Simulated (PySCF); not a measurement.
Al2(mu-NH2)2(Cl)4, H₄Al₂Cl₄N₂, singlet, B3LYP/def2-SVP optimised geometry. Atoms within 1.6 Å of the plane z = 0.0 Å (x, y, z in Å): Al1 (-0.35, -1.28, 0.00), N3 (-1.05, 0.55, 0.00), H4 (-1.77, 0.73, -0.71), H5 (-0.34, 1.28, -0.11), Cl6 (1.77, -1.28, 0.00), Cl7 (-1.43, -2.50, -1.35).

Method: B3LYP/def2-TZVP in PySCF. Cells within 0.4 Å of a nucleus heavier than hydrogen are left out (blank, or x).

Map of the HOMO amplitude (bohr^(-3/2)) on the plane z = 0.0 Å; orbital energy -8.77 eV, overall sign arbitrary:

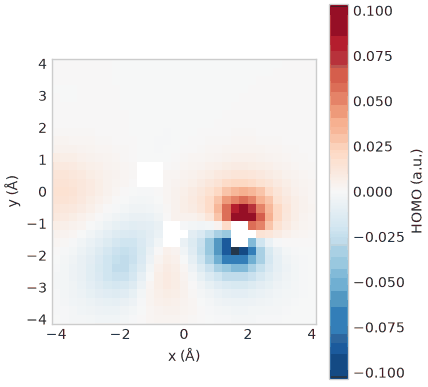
Figure: HOMO amplitude (bohr^(-3/2)) on the plane z = 0.0 Å.
